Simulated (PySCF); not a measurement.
# C₂H₆OSeSi (SMILES CC(=O)[SiH2][SeH]): what the fields show

```xyz
11

C    -1.6042    0.1618   -0.5845
C    -0.1383   -0.1300   -0.5297
O     0.4494   -0.7224   -1.4045
Si    0.8241    0.4940    1.0297
Se    2.9067   -0.2124    0.5637
H    -1.7487    1.2393   -0.5381
H    -2.0864   -0.2733    0.2882
H    -2.0529   -0.2338   -1.4933
H     0.7225    1.9494    1.1064
H     0.2604   -0.1353    2.2217
H     2.4728   -0.7798   -0.6856
```

Geometry: GFN2-xTB.

Computed with CAM-B3LYP/def2-SVPD, SCF density, gas phase (PySCF 2.14.0).

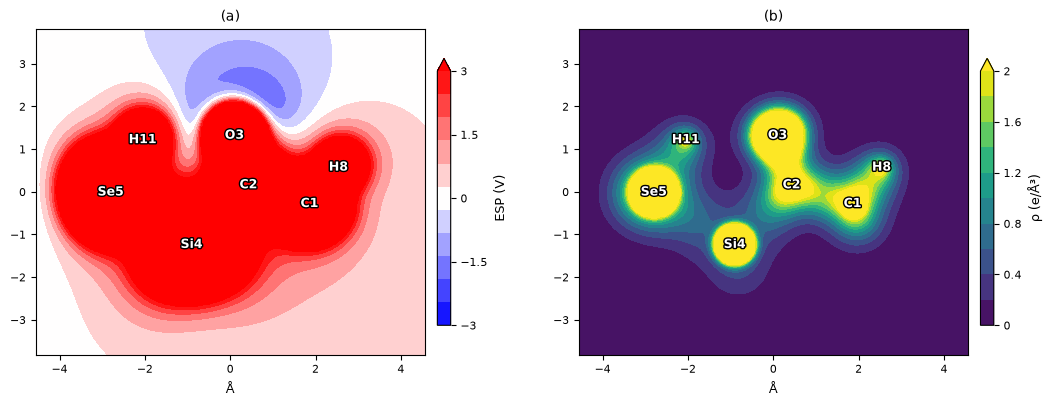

Figure 1. (a) molecular electrostatic potential; (b) electron density on the plane of atoms Si4, Se5 and H11.

Interpret the plot.

Answer. The section cuts through C, O, Si, Se and H sites.
C–O (1.21 Å): the density is about 3.3 e/Å³ at the midpoint.
C–C (1.50 Å): ρ at the midpoint is about 1.8 e/Å³.
C–Si (1.94 Å): ρ is about 0.92 e/Å³ halfway.
Si–Se (2.25 Å): ρ is about 0.76 e/Å³ halfway.
C–H (1.09 Å): the density is about 2 e/Å³ at the midpoint.
Outside the dense part of the molecule the potential is most negative (−1.7 V) near O3.

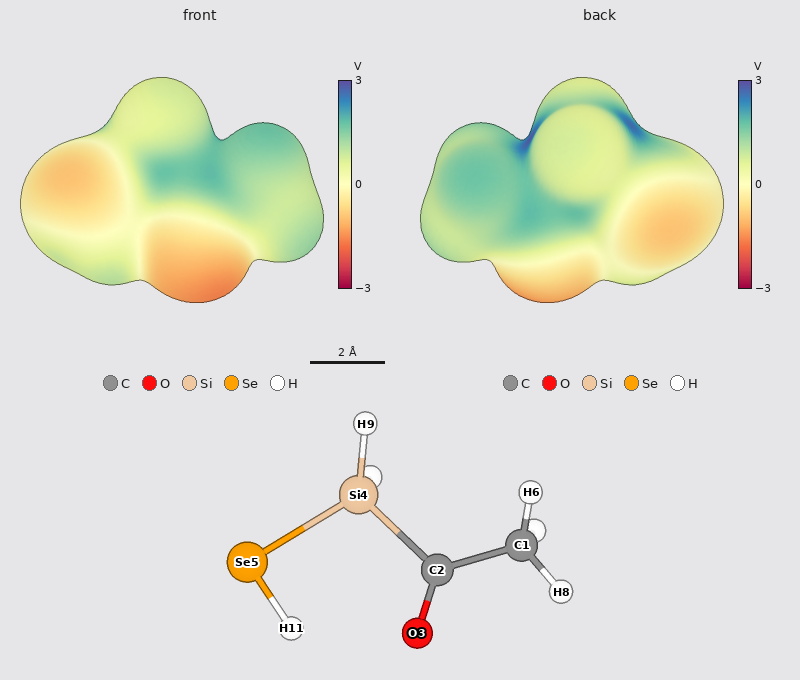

Figure 2. The molecular electrostatic potential painted on the density surface at 0.004 e/bohr³, seen from the front and from behind; red is negative and blue positive. The bare structure is drawn below in the same view.

Describe the electrostatic potential map.

Answer. The most negative region (about −1.5 V) lies over O3, the most positive (about +2.6 V) over Si4. O3 is the likeliest acceptor of a hydrogen bond.

How polar is the molecule by this calculation?

Answer. Its dipole moment is 3.31 D.
